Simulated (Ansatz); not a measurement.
# wB97X/cc-pVDZ run of C2H7NSi (SMILES C=NC[SiH3])

Aim: the vertical singlet–triplet gap of C2H7NSi at wB97X/cc-pVDZ, from 2 runs. 

The calculation is run with Ansatz 0.2.0.

52 further runs of the same task are left out: 52 set aside as unsound or not needed.

## Step 1: The molecule

The species is C2H7NSi (11 atoms), meant as a singlet with charge 0. SMILES: `C=NC[SiH3]`. The coordinates come from a PBE0-D4/def2-TZVP relaxation. This is one conformer, not always the lowest.

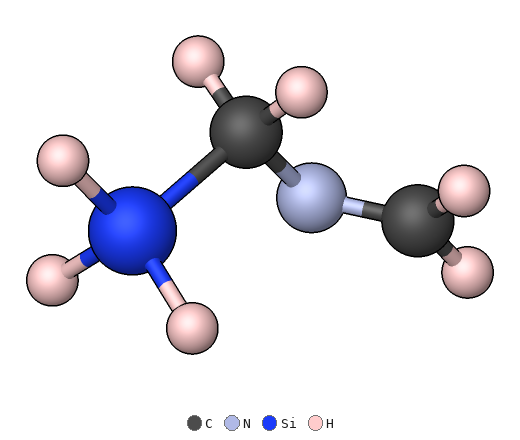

Viewed from a chosen angle; carbon dark grey, nitrogen light blue, silicon blue, hydrogen pink.

## Step 2: The energy at wB97X/cc-pVDZ

run.yaml

```yaml
basis:
  gaussian: {orbitals: cc-pVDZ}
crystal:
  periodic: [false, false, false]
  atoms:
    - {symbol: C, position_ang: [-0.639400, 1.869300, 0.363900]}
    - {symbol: N, position_ang: [-0.998600, 0.713100, 0.018000]}
    - {symbol: C, position_ang: [-0.299000, -0.417000, 0.562600]}
    - {symbol: Si, position_ang: [0.706300, -1.257400, -0.802700]}
    - {symbol: H, position_ang: [-1.145900, 2.733500, -0.063200]}
    - {symbol: H, position_ang: [0.166900, 2.059000, 1.086600]}
    - {symbol: H, position_ang: [-1.029900, -1.151400, 0.917900]}
    - {symbol: H, position_ang: [0.365200, -0.161700, 1.404500]}
    - {symbol: H, position_ang: [1.729600, -0.311300, -1.319900]}
    - {symbol: H, position_ang: [-0.179800, -1.683000, -1.914500]}
    - {symbol: H, position_ang: [1.389900, -2.450100, -0.232400]}
output: {orbitals: {seedname: orbitals}}
accuracy: high
hamiltonian: {xc: {name: wB97X}}
```

Command:

```
$ ansatz run run.yaml --threads 1 --pin off --max-ram 2610MiB --events-out events.jsonl --progress --plain --runs-dir runs
```

The log of the run:

```text
Warning: RAYON_NUM_THREADS=1 ignored (pool sized by the plan → 1); use --threads N
Functional definition: wB97X
  name "wB97X"
  parameter omega = 0.3/bohr
  parameter cx = 0.157706
  parameter cx1 = 0.726479
  parameter cx2 = 1.04760
  parameter cx3 = -5.70635
  parameter cx4 = 13.2794
  parameter css1 = -4.33879
  parameter css2 = 18.2308
  parameter css3 = -31.7430
  parameter css4 = 17.2901
  parameter cos1 = 2.37031
  parameter cos2 = -11.3995
  parameter cos3 = 6.58405
  parameter cos4 = -3.78132
  exchange = spin_sum(e_x_unif_sr(omega)*poly(b97_u_x, 1 - cx, cx1, cx2, cx3, cx4)) + cx*exact_x_sr(omega)
      + exact_x_lr(omega)
  correlation = spin_sum(e_c_pw_same_spin*poly(b97_u_same, 1, css1, css2, css3, css4))
      + integral(e_c_pw_opposite_spin*poly(b97_u_opposite, 1, cos1, cos2, cos3, cos4))
2314 factors; integrals over basis functions are off by at most 3.8e-9 eV
413 factors; integrals over basis functions are off by at most 2.3e-9 eV
mean field evaluation 1: about -11551.3188 eV, gradient 2.9e1 eV
mean field evaluation 2: about -11551.9209 eV, gradient 2.7e1 eV
mean field evaluation 4: about -11553.4430 eV, gradient 1.5e0 eV
mean field evaluation 8: about -11553.5992 eV, gradient 1.9e-2 eV
mean field evaluation 16: about -11553.5992 eV, gradient 1.6e-5 eV
mean field -11553.59917800 eV, -424.5869384806 hartree, gradient 4.3e-8 eV, S^2 0.000000; 0 other end points of the search recorded, 0 dependent functions left out
reference -11553.59917473 eV, -424.5869383604 hartree; 20, 20 occupied and 75, 75 virtual orbitals, 2314 factors
Total energy: -11553.59917473 eV, -424.5869383604 hartree
```

Wall time 36 s (1 thread of Arm Neoverse V1, shared host); peak memory 0.56 GiB.

## Step 3: The triplet

job.yaml

```yaml
crystal:
  periodic: [false, false, false]
  atoms:
    - {symbol: C, position_ang: [-0.639400, 1.869300, 0.363900]}
    - {symbol: N, position_ang: [-0.998600, 0.713100, 0.018000]}
    - {symbol: C, position_ang: [-0.299000, -0.417000, 0.562600]}
    - {symbol: Si, position_ang: [0.706300, -1.257400, -0.802700]}
    - {symbol: H, position_ang: [-1.145900, 2.733500, -0.063200]}
    - {symbol: H, position_ang: [0.166900, 2.059000, 1.086600]}
    - {symbol: H, position_ang: [-1.029900, -1.151400, 0.917900]}
    - {symbol: H, position_ang: [0.365200, -0.161700, 1.404500]}
    - {symbol: H, position_ang: [1.729600, -0.311300, -1.319900]}
    - {symbol: H, position_ang: [-0.179800, -1.683000, -1.914500]}
    - {symbol: H, position_ang: [1.389900, -2.450100, -0.232400]}
basis:
  gaussian: {orbitals: cc-pVDZ}
magnetization: {spin_polarized: true, initial_magnetization: 2}
hamiltonian: {xc: {name: wB97X}}
accuracy: high
output: {orbitals: {seedname: orbitals}}
```

Command:

```
$ ansatz run job.yaml --threads 1 --pin off --max-ram 2610MiB --events-out events.jsonl --progress --plain --runs-dir runs
```

The log of the run, cut to the lines that bear on the results:

```text
Warning: RAYON_NUM_THREADS=1 ignored (pool sized by the plan → 1); use --threads N
[... 2 set-up lines as earlier in the session ...]
[...]
      + exact_x_lr(omega)
[...]
      + integral(e_c_pw_opposite_spin*poly(b97_u_opposite, 1, cos1, cos2, cos3, cos4))
2314 factors; integrals over basis functions are off by at most 3.8e-9 eV
413 factors; integrals over basis functions are off by at most 2.3e-9 eV
[...]
mean field -11549.24710600 eV, -424.4270027846 hartree, gradient 8.6e-8 eV, S^2 2.006727; 2 other end points of the search recorded, 0 dependent functions left out
reference -11549.24710283 eV, -424.4270026682 hartree; 21, 19 occupied and 74, 76 virtual orbitals, 2314 factors
Total energy: -11549.24710283 eV, -424.4270026682 hartree
```

It took 2.3 min on 1 thread of Arm Neoverse V1, shared host; peak memory 0.93 GiB.

## Step 4: Outcome

Level: wB97X/cc-pVDZ.

```
                                        quantity          value
                           singlet: total energy  -424.58694 Eh
                            singlet: HOMO energy       -9.75 eV
                            singlet: LUMO energy        2.15 eV
                          singlet: HOMO–LUMO gap       11.90 eV
                           triplet: total energy  -424.42700 Eh
     triplet: HOMO energy (highest over α and β)       -5.32 eV
      triplet: LUMO energy (lowest over α and β)       -2.01 eV
                                   triplet: ⟨S²⟩          2.007
vertical energy of the triplet above the singlet       4.352 eV
```

What this shows: At this shape the triplet lies 4.35 eV (420 kJ/mol) above the singlet.
